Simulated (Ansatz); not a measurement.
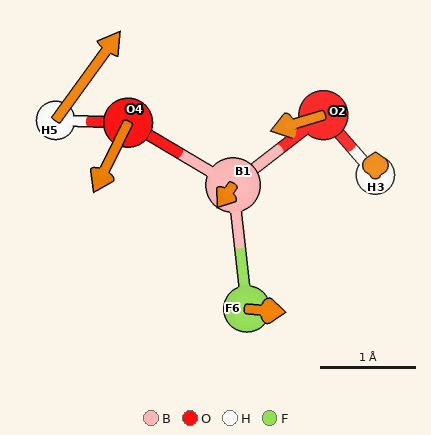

A relaxation of BH2O2F. The starting structure is drawn; orange arrows show the displacements, 2 times their true length. The two geometries are superimposed by the best rigid fit.

The picture is a ball-and-stick view, seen from a free direction.

The run prepares the start of a later molecular dynamics calculation, from a guessed geometry.

Theory: RKS PBE0/def2-SVP in Ansatz 0.2.0. Set-up: no spin polarisation; force threshold 0.02 eV/Å; at most 40 steps.

Describe the change and its energy.

Over 7 geometry steps the energy falls by 0.653 eV. The largest force component goes from 2.1 to 0.017 eV/Å. The atom that moves furthest after the best rigid fit is H5 (0.60 Å). Largest moves by element: H 0.60 Å, O 0.46 Å, F 0.26 Å, B 0.17 Å. Among the contacts that change: B1–O4 1.410 → 1.349 Å, B1–O2 1.410 → 1.358 Å, O2–H3 1.010 → 0.962 Å, B1–F6 1.320 → 1.334 Å. Bond angles that change, for instance: B1–O4–H5 109.5° → 112.0°. Groups turn about B1–O4 by about 90°.
